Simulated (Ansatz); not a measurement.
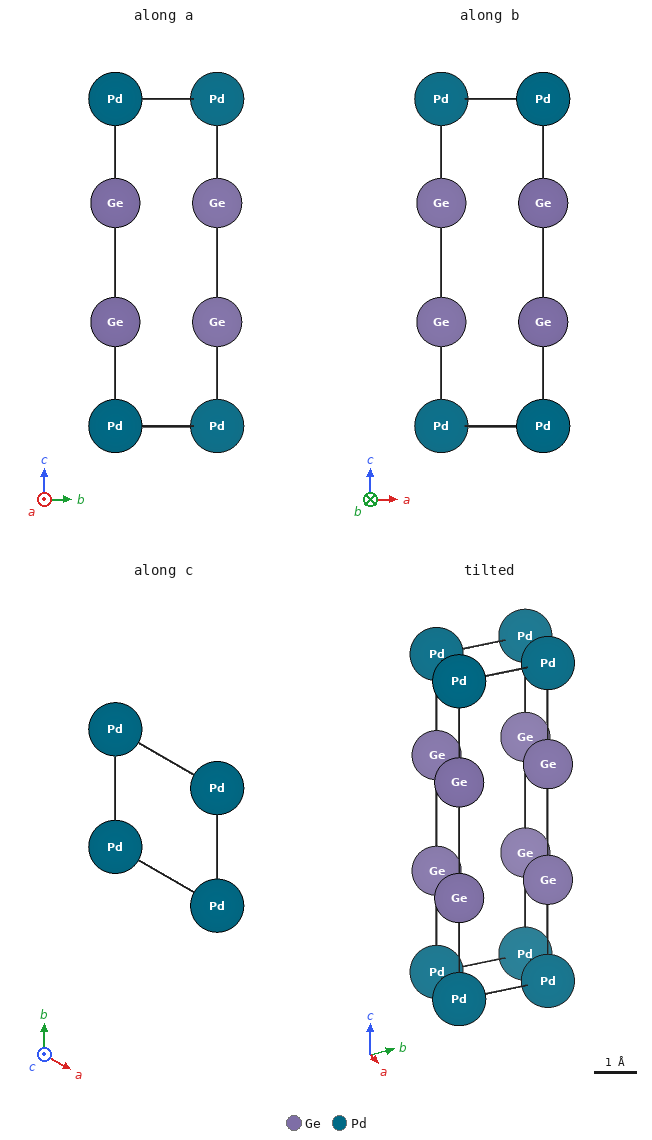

Spheres-only drawing of the structure, looking along the a axis, along the b axis, along the c axis and slightly off an axis. Atoms at the boundary of the conventional unit cell (the box) are drawn once for each face, edge or corner they touch.

Lattice parameters: a = 2.8316 Å, b = 2.8316 Å, c = 7.8741 Å, α = 90.000°, β = 90.000°, γ = 120.000°.

Convert the drawing into a CIF with its space group and independent sites, with free fractional coordinates to two decimals.

Answer.
```cif
data_structure
_symmetry_space_group_name_H-M 'P 6/m m m'
_symmetry_Int_Tables_number 191
_cell_length_a 2.8316
_cell_length_b 2.8316
_cell_length_c 7.8741
_cell_angle_alpha 90.000
_cell_angle_beta 90.000
_cell_angle_gamma 120.000
_cell_volume 54.67
loop_
_atom_site_label
_atom_site_type_symbol
_atom_site_symmetry_multiplicity
_atom_site_Wyckoff_symbol
_atom_site_fract_x
_atom_site_fract_y
_atom_site_fract_z
_atom_site_occupancy
Ge1 Ge 2 e 0.00 0.00 0.32 1
Pd1 Pd 1 a 0.00 0.00 0.00 1
```

Starting structure: a random cell made by a generator, so it need not be a real form of the compound. Earlier steps of the study, as a rule a relaxation of our own, may have changed the cell and positions, so they can lie some per cent off the listed ones. Ansatz was used for an electronic-structure calculation on it.
